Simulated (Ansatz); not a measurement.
## Electronic structure of BFH₅Si₂ (charge +1) in real space

Input

```
crystal:
  periodic: [false, false, false]
  atoms:
    - symbol: B
      position_ang: [0.935865, -0.773401, -0.420253]
    - symbol: F
      position_ang: [-1.380690, 0.390851, 0.053959]
    - symbol: Si
      position_ang: [-0.711800, -0.508203, -1.322688]
    - symbol: Si
      position_ang: [0.094754, -0.017412, 1.241193]
    - symbol: H
      position_ang: [0.399699, 1.346348, 1.722616]
    - symbol: H
      position_ang: [0.888157, 0.285655, -1.225680]
    - symbol: H
      position_ang: [-1.445453, 0.059595, -2.480203]
    - symbol: H
      position_ang: [1.876126, -1.471915, -0.643626]
    - symbol: H
      position_ang: [-0.552239, -0.896588, 2.235775]
basis:
  gaussian: {orbitals: def2-TZVPD}
total_charge: 1
magnetization: {spin_polarized: false}
hamiltonian: {xc: {name: PBE0}}
output: {forces: true, orbitals: {seedname: orbitals}}
```

Launched as:

```sh
ansatz run input.yaml --threads 1 --pin off --max-ram 2610MiB --events-out events.jsonl --progress --plain --runs-dir runs
```

Geometry: B3LYP-D3(BJ)/def2-SVP.

The calculation used isolated molecule in a Gaussian basis; Kohn-Sham density functional theory, functional PBE0 in Ansatz.

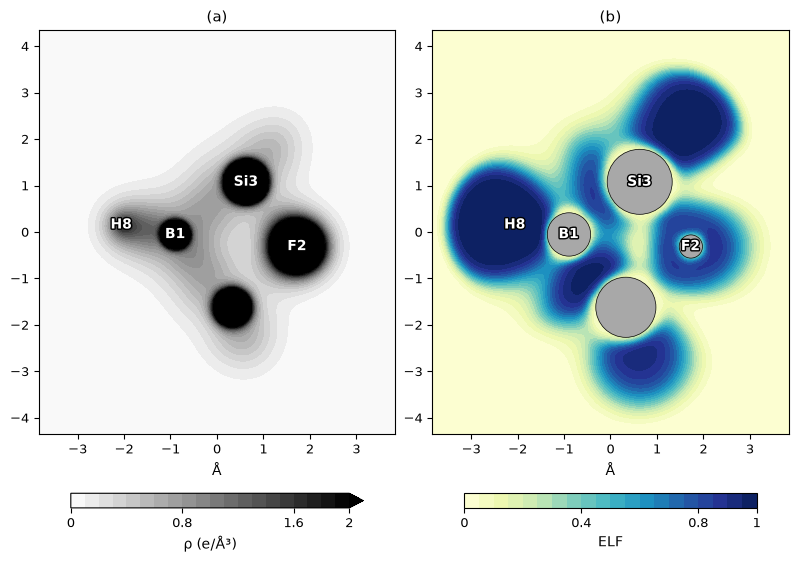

Figure 1. (a) total electron density; (b) electron localisation function on the plane of atoms B1, Si3 and F2. Grey discs cover the atomic cores in the ELF map.

Describe what can be read from this map.

Answer.
- Atoms in the plane: B, F, Si and H.
- Si–F (1.78 Å): ρ at the midpoint is about 0.77 e/Å³; the ELF peaks at about 0.85 in the valence shell of F, 0.6 Å from its nucleus, and is about 0.55 at the midpoint.
- Si–B (1.90 Å): the density is about 0.76 e/Å³ at the midpoint; the ELF peaks at about 0.80 between the atoms, as expected for a shared electron pair.
- B–H (1.19 Å): the density is about 1.3 e/Å³ at the midpoint; the ELF climbs to about 1 towards the hydrogen, as it does in any bond to H; an ordinary covalent bond to hydrogen.
- The ELF also peaks beside F2, away from the bonds: lone-pair regions.

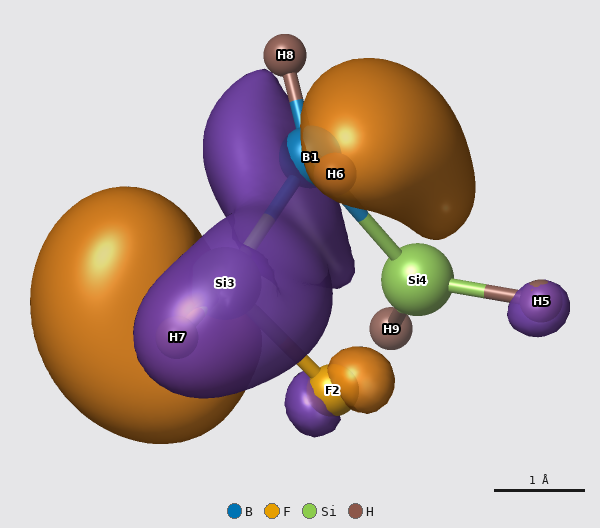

Figure 2. The LUMO at ±0.1 Å⁻³ᐟ² (orange and purple are the two phases), seen at an oblique angle.

What is the character of this orbital?

Answer. Its weight (Hirshfeld) is mainly on Si3 (about 60 %), B1 (about 20 %), H7 (about 5 %) and Si4 (about 5 %). Its energy is −7.71 eV.
